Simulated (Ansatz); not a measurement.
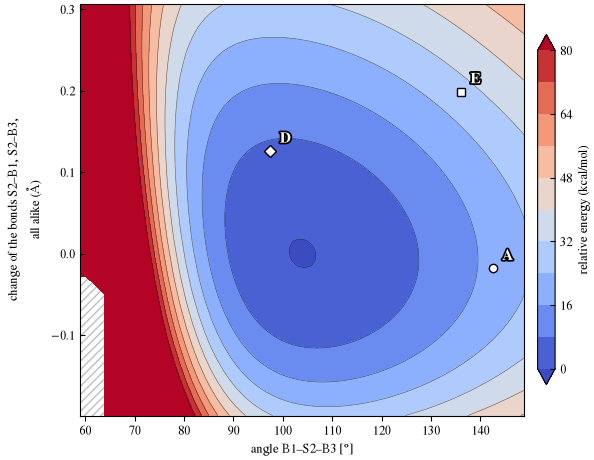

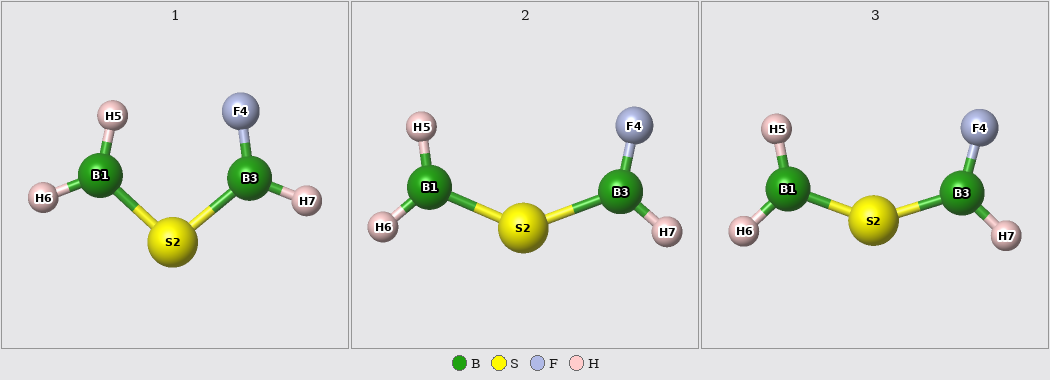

B₂FH₃S, SMILES BSBF. 
- The first coordinate is: angle B1–S2–B3; the second: change of the bonds S2–B1, S2–B3, all alike.
- Nothing is relaxed (all other coordinates rigid).
- The scan uses a 15 × 15 grid. At 5 points there is no value (left out of the scan, as a rule where atoms come close).
- Points are written as (first, second).
- Energies are in kcal/mol, from the lowest grid point.
- Computed with RKS PBE0-D4/def2-TZVP (Ansatz).

Drawn: filled contours, one colour for all values above the top of the scale, hatched blanks where no value was computed, lettered points. Between grid points the surface is interpolated. The numbered pictures are the structures at these points, in random order.

### Which structure belongs to which point?

A is structure 3: (142.5°, −0.018 Å), 18 kcal/mol; D is structure 1: (97.5°, 0.126 Å), 7 kcal/mol; E is structure 2: (136.0°, 0.199 Å), 29 kcal/mol.
